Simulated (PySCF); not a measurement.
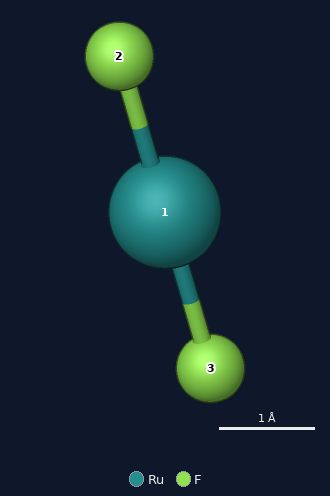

**Figure 1.** The structure (ball-and-stick view, seen at an oblique angle; atoms are numbered from 1 in the order of the input). Sticks mark near contacts. Bond lengths as drawn: F–Ru 1.89 Å.

Single-point calculation of RuF₂

- system: RuF₂, multiplicity 3
- method: UKS-based PBE0, Ru def2-TZVP with ECP28, F def2-TZVP; non-relativistic Hamiltonian with a scalar-relativistic core potential; density fitting (PySCF 2.14.0)

**The program's output**
```
init E= -286.496609458437
  alpha nocc = 18  HOMO = -0.61308050732518  LUMO = -0.552344187189849
  beta  nocc = 16  HOMO = -0.647550924520072  LUMO = -0.613080507325189
cycle= 1 E= -294.273071336096  delta_E= -7.78  |g|= 0.688  |ddm|= 2.93
  alpha nocc = 18  HOMO = -0.103083823162791  LUMO = 0.0350140254946686
  beta  nocc = 16  HOMO = -0.07644568053262  LUMO = -0.0606719615391045
  HOMO = -0.0764456805326  LUMO = -0.0606719615391  gap/eV = 0.42922
cycle= 2 E= -294.243668806739  delta_E= 0.0294  |g|= 0.777  |ddm|= 0.865
  alpha nocc = 18  HOMO = -0.293396604618896  LUMO = -0.118474745797625
  beta  nocc = 16  HOMO = -0.262586468365406  LUMO = -0.159052233843845
  HOMO = -0.262586468365  LUMO = -0.159052233844  gap/eV = 2.81731
cycle= 3 E= -294.443189037313  delta_E= -0.2  |g|= 0.0966  |ddm|= 0.483
  alpha nocc = 18  HOMO = -0.277020859072615  LUMO = -0.10379344253777
  beta  nocc = 16  HOMO = -0.24601081563021  LUMO = -0.148247000444986
  HOMO = -0.24601081563  LUMO = -0.148247000445  gap/eV = 2.66029
cycle= 4 E= -294.443856307382  delta_E= -0.000667  |g|= 0.0922  |ddm|= 0.0779
  alpha nocc = 18  HOMO = -0.287535322657777  LUMO = -0.107048496451193
  beta  nocc = 16  HOMO = -0.255525316786385  LUMO = -0.15314972464693
  HOMO = -0.255525316786  LUMO = -0.153149724647  gap/eV = 2.78578
cycle= 5 E= -294.446605237037  delta_E= -0.00275  |g|= 0.00566  |ddm|= 0.0378
  alpha nocc = 18  HOMO = -0.289114877947963  LUMO = -0.107688445733924
  beta  nocc = 16  HOMO = -0.256692019852114  LUMO = -0.154214958475094
  HOMO = -0.256692019852  LUMO = -0.154214958475  gap/eV = 2.78854
cycle= 6 E= -294.44662384762  delta_E= -1.86e-05  |g|= 0.00115  |ddm|= 0.00486
  alpha nocc = 18  HOMO = -0.289259820814541  LUMO = -0.107528752301292
  beta  nocc = 16  HOMO = -0.256678672103461  LUMO = -0.154221767309423
  HOMO = -0.256678672103  LUMO = -0.154221767309  gap/eV = 2.78799
cycle= 7 E= -294.446625561346  delta_E= -1.71e-06  |g|= 0.000359  |ddm|= 0.00159
  alpha nocc = 18  HOMO = -0.28929161014044  LUMO = -0.107474375534542
  beta  nocc = 16  HOMO = -0.25665726794404  LUMO = -0.154198819794118
  HOMO = -0.256657267944  LUMO = -0.154198819794  gap/eV = 2.78804
cycle= 8 E= -294.446625761738  delta_E= -2e-07  |g|= 7.18e-05  |ddm|= 0.000662
  alpha nocc = 18  HOMO = -0.28930899553335  LUMO = -0.107490620387425
  beta  nocc = 16  HOMO = -0.256671829404531  LUMO = -0.154205810353428
  HOMO = -0.256671829405  LUMO = -0.154205810353  gap/eV = 2.78824
cycle= 9 E= -294.446625766511  delta_E= -4.77e-09  |g|= 1.52e-05  |ddm|= 0.000101
  alpha nocc = 18  HOMO = -0.289305594275259  LUMO = -0.107490341628527
  beta  nocc = 16  HOMO = -0.256669673464211  LUMO = -0.154203685335105
  HOMO = -0.256669673464  LUMO = -0.154203685335  gap/eV = 2.78824
Extra cycle  E= -294.446625766386  delta_E= 1.25e-10  |g|= 2.8e-05  |ddm|= 1.85e-05
converged SCF energy = -294.446625766386  <S^2> = 2.0041694  2S+1 = 3.0027783
```

This output came from the following input.

**The input**
```python
from pyscf import gto, scf, dft
mol = gto.M(atom='''
Ru     0.000000     0.000000     0.000000
F      0.000000     0.000000     1.890000
F      0.000000     0.000000    -1.890000''',
    basis={'Ru': 'def2-TZVP', 'F': 'def2-TZVP'},
    ecp={'Ru': 'def2-TZVP'},
    charge=0, spin=2)
mf = dft.UKS(mol, xc='PBE0')
mf.grids.atom_grid = (50, 194)
aux = {'Ru': 'def2-universal-JKFIT', 'F': 'def2-universal-JKFIT'}
mf = mf.density_fit(auxbasis=aux)
mf.conv_tol = 1e-08
mf.diis_space = 10
mf.max_cycle = 60
mf.init_guess = 'minao'
mf.verbose = 4
mf.kernel()
```

The script is an equivalent of the set-up of the self-consistent field. The run itself was carried out by a driver, which started from the orbitals of the step before it where there was one and computed the further properties.

Command:
```bash
OMP_NUM_THREADS=4 python axn.py task.json out
```

**Results in brief**

- outcome: converged
- SCF energy: −294.446626 hartree
- hardware: 4 threads of Arm Neoverse V2, 24 GiB of memory available, shared host
- wall time: 13 s (CPU time 42 s)
- peak memory: 0.4 GiB
